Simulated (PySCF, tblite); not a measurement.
# C₅H₆N₂Si: geometry, infrared bands and NMR shifts

What infrared bands and NMR shifts should C₅H₆N₂Si (`N#C[SiH2]n1cccc1`) show?

Computed with tblite 0.8.0 and PySCF 2.14.0, with density-fitted response routines of our own, on a single molecule in the gas phase. Atoms count from 0, in the outputs and in this text.

**1. The molecule as given**

14 atoms, charge 0, multiplicity 1; geometry from: force field or distance geometry start.

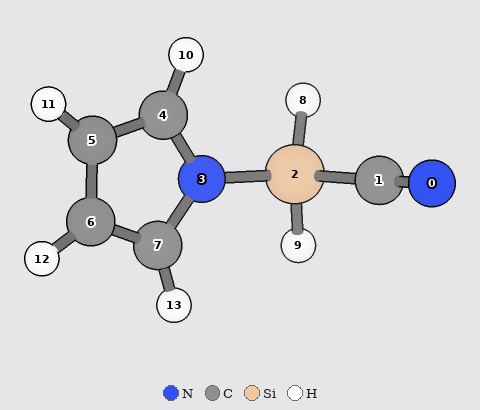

As it starts; nitrogen blue, carbon grey, silicon light orange, hydrogen white, atoms numbered; sticks join atoms by distance.

**2. Optimising the geometry with GFN2-xTB**

Job settings and geometry (Å):

```
{"job": {"kind": "relax", "xc": "GFN2-xTB", "basis": "xTB"}, "charge": 0, "multiplicity": 1}
N     -2.997600     2.465000     0.446700
C     -2.568300     1.399600     0.261200
Si    -1.841300    -0.256500    -0.001900
N     -0.061700    -0.212800    -0.047600
C      0.737700    -0.296700     1.043600
C      2.068400    -0.241400     0.642200
C      2.017300    -0.125900    -0.734800
C      0.712500    -0.110700    -1.159400
H     -2.352700    -1.155100     1.058600
H     -2.276500    -0.697600    -1.335400
H      0.365900    -0.386800     2.058300
H      2.947500    -0.280300     1.269500
H      2.914600    -0.061500    -1.345000
H      0.333800    -0.039600    -2.178300
```

Launch:

```
OMP_NUM_THREADS=1 python probes_run.py task.json out
```

The driver reads the jobs from task.json and runs them one after another.

What it wrote:

```text
step      E/eV     max force
  0    -579.44993    3.128
  1    -579.35010    9.105
  2    -579.56271    1.648
  3    -579.59667    0.822
  4    -579.61232    0.263
  5    -579.61904    0.298
  6    -579.62820    0.359
  7    -579.63319    0.173
  8    -579.63615    0.166
  9    -579.63924    0.157
 10    -579.64152    0.153
 11    -579.64269    0.070
 12    -579.64320    0.062
 13    -579.64362    0.075
 14    -579.64410    0.078
 15    -579.64455    0.073
 16    -579.64488    0.044
 17    -579.64509    0.039
 18    -579.64522    0.038
 19    -579.64532    0.031
 20    -579.64540    0.025
 21    -579.64548    0.032
 22    -579.64557    0.038
 23    -579.64567    0.033
 24    -579.64576    0.030
 25    -579.64586    0.029
 26    -579.64596    0.038
 27    -579.64608    0.046
 28    -579.64624    0.039
 29    -579.64641    0.043
 30    -579.64659    0.042
 31    -579.64674    0.031
 32    -579.64685    0.032
 33    -579.64694    0.028
 34    -579.64701    0.028
 35    -579.64706    0.024
 36    -579.64711    0.020
 37    -579.64716    0.022
 38    -579.64722    0.026
 39    -579.64729    0.026
 40    -579.64733    0.016
 41    -579.64736    0.015
 42    -579.64738    0.014
 43    -579.64742    0.024
 44    -579.64748    0.031
 45    -579.64754    0.026
 46    -579.64759    0.016
 47    -579.64762    0.016
 48    -579.64767    0.029
 49    -579.64772    0.036
 50    -579.64777    0.026
 51    -579.64780    0.011
 52    -579.64781    0.008
```

Wall time 0.55 s (1 thread of Arm Neoverse N1, shared host); peak memory 0.18 GiB.

Step by step: (not every step is listed) (the energy doesn't fall at every step)

```tsv
step	energy from step 0 (eV)	largest force (eV/Å)
0	0.0000	3.1275
1	0.0998	9.1052
2	-0.1128	1.6485
3	-0.1467	0.8216
4	-0.1624	0.2635
5	-0.1691	0.2985
6	-0.1783	0.3594
7	-0.1833	0.1731
8	-0.1862	0.1655
11	-0.1928	0.0698
14	-0.1942	0.0777
17	-0.1952	0.0394
20	-0.1955	0.0246
23	-0.1957	0.0329
26	-0.1960	0.0377
29	-0.1965	0.0433
32	-0.1969	0.0322
35	-0.1971	0.0241
38	-0.1973	0.0262
41	-0.1974	0.0151
44	-0.1975	0.0314
47	-0.1977	0.0158
48	-0.1977	0.0289
49	-0.1978	0.0360
50	-0.1978	0.0257
51	-0.1979	0.0112
52	-0.1979	0.0082
```

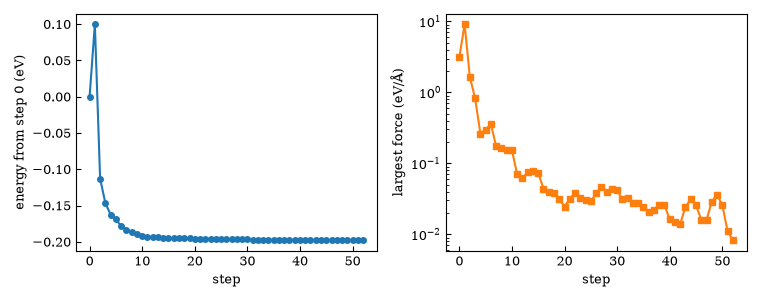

Energy and force, step by step.

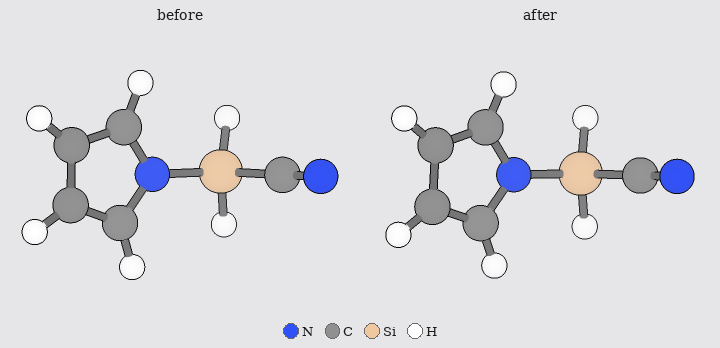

Before and after, at one scale.

Close pairs (by a distance rule), those that changed most:

```tsv
bond	before (Å)	after (Å)	change (Å)
C1–Si2	1.828	1.873	+0.045
Si2–N3	1.781	1.743	-0.038
C5–C6	1.383	1.417	+0.034
C4–C5	1.391	1.359	-0.032
Si2–H8	1.481	1.460	-0.021
N3–C4	1.355	1.374	+0.019
N0–C1	1.164	1.145	-0.018
C7–H13	1.089	1.072	-0.017
```

The next job starts from the end point, and lists it.

**3. Infrared spectrum with GFN2-xTB**

Job settings and geometry (Å):

```
{"job": {"kind": "ir", "xc": "GFN2-xTB", "basis": "xTB"}, "charge": 0, "multiplicity": 1}
N     -2.863075     2.480126     0.468338
C     -2.469520     1.423059     0.270171
Si    -1.838408    -0.312175    -0.043959
N     -0.096442    -0.267024    -0.050764
C      0.719827    -0.310246     1.053628
C      2.017024    -0.209945     0.661974
C      2.015045    -0.095557    -0.750550
C      0.716905    -0.131716    -1.149840
H     -2.270917    -1.145814     1.074356
H     -2.283506    -0.720345    -1.372504
H      0.299573    -0.413371     2.034805
H      2.880691    -0.220234     1.297262
H      2.877198    -0.002449    -1.381169
H      0.294927    -0.074781    -2.133916
```

What it wrote:

```text
mode    cm-1     km/mol
  1     -13.9      1.71
  2      62.9      4.20
  3     162.4      7.83
  4     222.4      0.39
  5     254.2      9.24
  6     328.8      1.77
  7     488.9     38.83
  8     508.4    106.10
  9     571.9      0.03
 10     581.7      2.39
 11     594.8      1.19
 12     622.4      4.35
 13     727.9    210.29
 14     729.6    341.11
 15     766.3      0.07
 16     775.8     37.51
 17     824.4      4.00
 18     835.5      0.06
 19     842.2      0.03
 20     925.2      8.53
 21    1075.8     18.54
 22    1082.9      2.55
 23    1100.4     50.02
 24    1196.2      8.88
 25    1252.9    204.48
 26    1313.0      4.78
 27    1403.6     35.91
 28    1474.0    130.74
 29    1572.5      0.37
 30    2295.6    199.54
 31    2304.8    270.43
 32    2356.4     16.48
 33    3151.9      7.46
 34    3153.8     17.04
 35    3164.6     61.92
 36    3173.7     25.43
```

Wall time 0.76 s (1 thread of Arm Neoverse N1, shared host); peak memory 0.18 GiB.

The strongest bands and the atoms that carry them (share of the mass-weighted mode):

```tsv
cm⁻¹	km/mol	atoms
508	106.1	H9 30 %, H8 28 %, Si2 21 %, C1 16 %
728	210.3	H8 46 %, H9 46 %
730	341.1	H8 37 %, H9 36 %, Si2 19 %
1253	204.5	N3 44 %, C6 19 %, C5 19 %
1474	130.7	C4 29 %, C7 29 %, C5 13 %, C6 13 %
2296	199.5	H8 94 %
2305	270.4	H9 93 %
3165	61.9	H11 30 %, H12 28 %, H13 18 %, H10 15 %
```

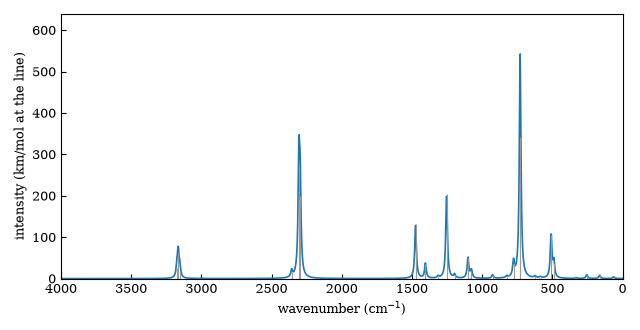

The infrared spectrum from these modes, unscaled. Lines are broadened to a width of 14 cm⁻¹ (Lorentzian).

**4. Nuclear shieldings: PBE0/pcSseg-1**

Settings changed since step 3:

```diff
@@ -1,2 +1,2 @@
-{"job": {"kind": "ir", "xc": "GFN2-xTB", "basis": "xTB"}, "charge": 0, "multiplicity": 1}
+{"job": {"kind": "nmr", "xc": "PBE0", "basis": "pcSseg-1"}, "charge": 0, "multiplicity": 1}
 N     -2.863075     2.480126     0.468338
```

Method: GIAO PBE0/pcSseg-1 NMR shielding, non-relativistic, gas phase.

What it wrote:

```text
coarse grid: 12904 points
cycle   1  E = -592.4892629297  dE =  1.353e+00  |g| = 5.174e-01  |ddm| = 3.628e+00
cycle   2  E = -592.3315213178  dE =  1.577e-01  |g| = 9.679e-01  |ddm| = 1.230e+00
cycle   3  E = -592.5544961514  dE = -2.230e-01  |g| = 1.873e-01  |ddm| = 7.750e-01
cycle   4  E = -592.5617606724  dE = -7.265e-03  |g| = 5.002e-02  |ddm| = 1.457e-01
cycle   5  E = -592.5622038115  dE = -4.431e-04  |g| = 2.238e-02  |ddm| = 4.798e-02
cycle   6  E = -592.5623210647  dE = -1.173e-04  |g| = 5.616e-03  |ddm| = 2.220e-02
cycle   7  E = -592.5623276268  dE = -6.562e-06  |g| = 1.473e-03  |ddm| = 4.889e-03
final grid: 122184 points
cycle   8  E = -592.6065100714  dE = -2.468e-05  |g| = 7.992e-03  |ddm| = 3.176e-02
cycle   9  E = -592.6064981646  dE =  1.191e-05  |g| = 1.103e-02  |ddm| = 1.519e-02
cycle  10  E = -592.6065246145  dE = -2.645e-05  |g| = 1.822e-03  |ddm| = 8.368e-03
cycle  11  E = -592.6065253143  dE = -6.997e-07  |g| = 5.222e-04  |ddm| = 1.370e-03
cycle  12  E = -592.6065253623  dE = -4.806e-08  |g| = 2.126e-04  |ddm| = 3.601e-04
cycle  13  E = -592.6065253714  dE = -9.087e-09  |g| = 5.033e-05  |ddm| = 1.702e-04
cycle  14  E = -592.6065253720  dE = -5.706e-10  |g| = 2.036e-05  |ddm| = 6.426e-05
converged SCF energy = -592.6065253720

GIAO shielding tensors (ppm)
atom      isotropic    diamagn.    paramagn.     s11        s22        s33       span
  0 N      -97.319     337.485    -434.804   -296.955   -284.008    289.006    585.962
  1 C       64.153     262.600    -198.448    -50.607    -45.255    288.319    338.926
  2 Si     411.977     879.581    -467.604    354.482    426.593    454.856    100.374
  3 N      103.574     330.782    -227.207     20.224     82.619    207.880    187.656
  4 C       58.730     251.805    -193.076    -22.541     63.647    135.082    157.623
  5 C       66.429     256.363    -189.934    -18.470     56.788    160.970    179.440
  6 C       67.195     256.444    -189.249    -17.114     57.339    161.360    178.475
  7 C       58.457     251.474    -193.017    -22.864     65.069    133.166    156.030
  8 H       26.416      28.033      -1.618     22.978     24.968     31.300      8.322
  9 H       26.470      28.104      -1.634     22.856     25.280     31.274      8.419
 10 H       24.903      31.734      -6.831     21.248     25.805     27.655      6.406
 11 H       24.931      31.560      -6.629     22.518     25.497     26.777      4.258
 12 H       24.991      31.505      -6.514     22.581     25.505     26.886      4.305
 13 H       24.984      31.592      -6.608     21.335     25.920     27.698      6.363
```

It took 42 s on 1 thread of Arm Neoverse N1, shared host; peak memory 0.77 GiB.

The references, computed at this level on geometries of the same kind, shield at (ppm): ¹H TMS 31.72, ¹³C TMS 186.9, ²⁹Si TMS 349.2, ¹⁵N NH3 267.7. Their shielding less the atom's gives the shift. The references are single molecules in the gas phase, so shifts against H2O, NH3, PH3, H3PO4 or CFCl3 are not on the usual liquid scales and can be off by tens of ppm. Atoms listed in one row are averaged.

```tsv
atoms	environment	σ (ppm)	δ (ppm)	δ scaled to CDCl3
C4, C7	aromatic CH next to a ring nitrogen	58.6	128.3	123.3
C1	nitrile carbon	64.2	122.8	117.9
C5, C6	aromatic CH	66.8	120.1	115.3
H10, H13	hydrogen on an aromatic CH next to a ring nitrogen	24.94	6.77	6.49
H11, H12	hydrogen on an aromatic CH	24.96	6.76	6.48
H8, H9	hydrogen on a silicon bonded to C, N	26.44	5.27	–
N0	nitrile nitrogen	-97.3	365.0	–
N3	pyrrole-type ring nitrogen	103.6	164.2	–
Si2	silicon bonded to C, N, 2 H	412.0	-62.8	–
```

The scaled column applies a straight-line fit of computed shieldings to shifts measured in CDCl3 (root-mean-square error 0.16 ppm for H, 1.9 ppm for C).

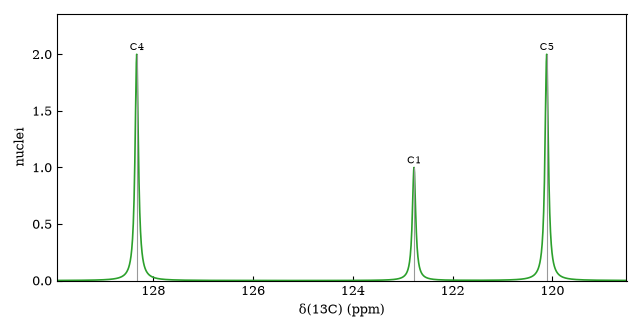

¹³C lines at the computed shifts, without couplings. Lines are broadened to a width of 0.08 ppm (Lorentzian).

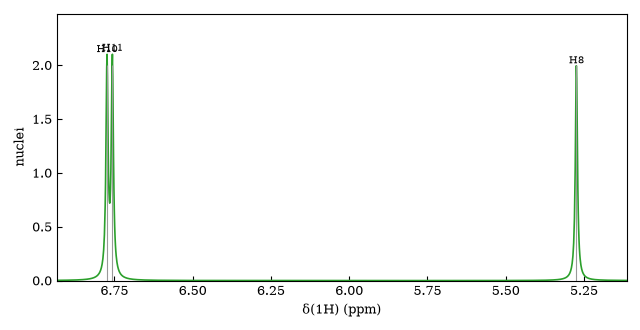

¹H lines at the computed shifts, without couplings. Lines are broadened to a width of 0.01 ppm (Lorentzian).

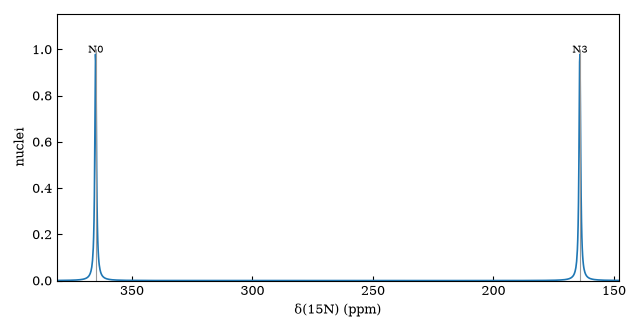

¹⁵N lines at the computed shifts, without couplings. Lines are broadened to a width of 0.80 ppm (Lorentzian).

Charges from the same density, by scheme (e):

```tsv
atoms	Mulliken	IAO	Hirshfeld	ESP fit
N0	-0.19	-0.18	-0.19	-0.38
C1	-0.20	-0.17	-0.04	0.20
Si2	0.84	0.91	0.46	0.38
N3	-0.71	-0.36	-0.11	0.09
C4, C7	0.15	-0.11	-0.03	-0.27
C5, C6	-0.16	-0.21	-0.09	-0.20
```

Mulliken charges:

N0 -0.19; C1 -0.20; Si2 0.84; N3 -0.71; C4 0.15; C5 -0.15; C6 -0.16; C7 0.15; H8 -0.06; H9 -0.06; H10 0.11; H11 0.08; H12 0.08; H13 0.10

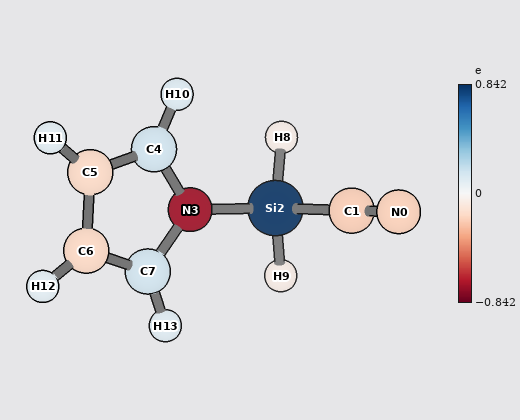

Mulliken charges, as colours on the atoms.

Mayer bond orders: N0–C1 2.93, C1–Si2 0.81, Si2–N3 0.87, N3–C4 1.09, C4–C5 1.57, C5–C6 1.32, C6–C7 1.57, C7–N3 1.09.

Ring of atoms N3, C4, C5, C6, C7: NICS(0) -12.8, NICS(1) -10.9, NICS(1)zz -29.3 ppm (means of both faces).

**5. Summary of results**

```
                                                               quantity                    value
                              strongest single infrared mode (GFN2-xTB)     730 cm⁻¹, 341 km/mol
                                           zero-point energy (GFN2-xTB)            59.9 kcal/mol
¹³C shifts against TMS (PBE0/pcSseg-1, means over atoms taken as alike)  128.3, 122.8, 120.1 ppm
 ¹H shifts against TMS (PBE0/pcSseg-1, means over atoms taken as alike)     6.77, 6.76, 5.27 ppm
                                 ¹⁵N shifts against NH3 (PBE0/pcSseg-1)         365.0, 164.2 ppm
                                ²⁹Si shifts against TMS (PBE0/pcSseg-1)                -62.8 ppm
```

**Reading.** Over 52 steps the energy fell by 0.198 eV; of the close pairs, C1–Si2 changed most, 1.828 to 1.873 Å. The lowest mode is slightly imaginary (14i cm⁻¹), a soft motion within the noise of the Hessian, so the minimum is not strictly shown. Unscaled tight-binding wavenumbers are off by several per cent, some by more. Its intensities can rank the bands wrongly. At PBE0/pcSseg-1: The widest tensor belongs to N0: span 586 ppm, with a paramagnetic part of -435 ppm. NICS(1)zz of -29 ppm above the planar ring from N3 marks a diatropic (aromatic) ring current.
